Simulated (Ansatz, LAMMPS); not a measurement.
# Force difference against the spacing of support functions in glassy 21Sc2O3-79SiO2 (mol %) (116 atoms)

Density of this cell: 2.71 g/cm³. The cell holds 116 atoms: 14 Sc, 27 Si and 75 O. Its edges and angles: a = 11.664 Å, b = 11.664 Å, c = 11.664 Å, α = 90.0°, β = 90.0°, γ = 90.0°. 116 atoms (14 Sc, 27 Si, 75 O) placed at random at 2.6 g/cm³, melted at 4000 K for 10 ps at fixed volume with the Morse and Coulomb pair potential with partial charges (Pedone, Malavasi, Menziani, Cormack and Segre, J. Phys. Chem. B 110, 11780 (2006)). Quenched from 4000 K to 300 K at 100 K/ps and fixed volume, held 10 ps at zero pressure.

Calculated with Ansatz 0.2.0: Kohn-Sham DFT, PBE, PAW (set soft_2), localised support functions (medium), with the spacing typed; the reference is Kohn-Sham DFT, PBE, PAW (set soft_2), plane waves, cutoff 420 eV, Γ point, fixed occupations, with an r.m.s. force component of 1.35 eV/Å.

```
spacing (Å)  r.m.s. force difference (meV/Å)  time
      0.211                            0.613  85 s
      0.238                                ?     ?
      0.275                            6.273  65 s
       0.33                            76.68  50 s
```

Task: Fit a power law of the spacing to the rows given and interpolate to the withheld row.

Worked fit:

A power law y = A x^b is a line in u = ln x and v = ln y.

```
u = ln x   v = ln y
-1.55590  -0.489390
-1.29098    1.83625
-1.10866    4.33960
```

With n = 3: mean u = -1.31851, mean v = 1.89549, Σ(u − ū)² = 0.10115, Σ(u − ū)(v − v̄) = 1.0774. Slope b = 1.0774 / 0.10115 = 10.652; intercept a = v̄ − b ū = 15.940.

At the withheld row u = -1.435, v = a + b u = 0.6495, and y = exp(v).

Prediction at 0.238: 1.915 meV/Å. The run gave 1.366 meV/Å, so the fit is high by 0.55 meV/Å (40 % of the value).

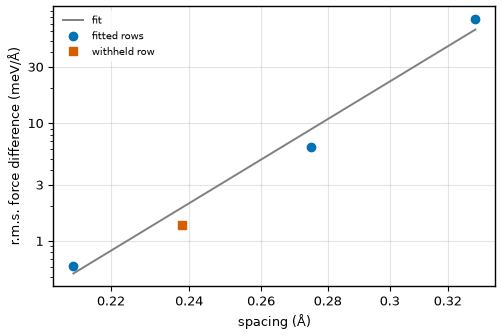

The fit, the rows that it rests on and the withheld row.

The fitted exponent is 11. Between neighbouring rows, the withheld one included, the exponents are 6.7, 11 and 14, so one power law doesn't hold over the range. Among the rows given, the largest relative miss of the fit is at 0.275, by 2.7 meV/Å (42 %).

Limits: The difference holds the reference's own basis error, which sets a floor under it.

[Logs are printed without paths, hosts, clocks, repeated set-up lines and the standing remarks that a program may print on its own settings, such as how far it seeks lower states.]

[Hosts, paths, dates, database ids (printed as entryN), source tags and the programs' standing remarks are cut or masked in the printed files.]
